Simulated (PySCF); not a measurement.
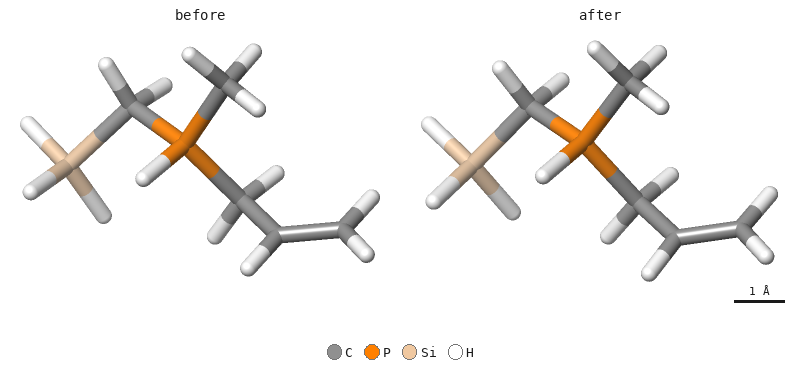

The structure of C$_{5}$H$_{14}$PSi (charge +1) before (left) and after (right) a relaxation, at one scale.

Style: stick. Shown at a tilt.

The start comes from GFN2-xTB. Its atoms were then displaced at random by about 0.01 Å.

Theory: PBE0-D3(BJ)/def2-SVP geometry optimisation, gas phase (PySCF). 

Q: What changed between the two?

A: The atom that moves furthest after the best rigid fit is an H atom (0.24 Å). Largest moves by element: H 0.24 Å, C 0.10 Å, Si 0.09 Å, P 0.08 Å. Among the contacts that change: H–Si 1.438 → 1.489 Å, C–H 1.053 → 1.095 Å, C–P 1.826 → 1.791 Å, C–P 1.785 → 1.818 Å. Bond angles that change, for instance: P–C–H 109.6° → 106.5°, C–C–P 108.4° → 111.4°, P–C–H 109.6° → 107.0°. After 9 geometry steps the energy has fallen by 0.197 eV. The run took 4 min on 1 thread of Arm Neoverse N1 (shared host).
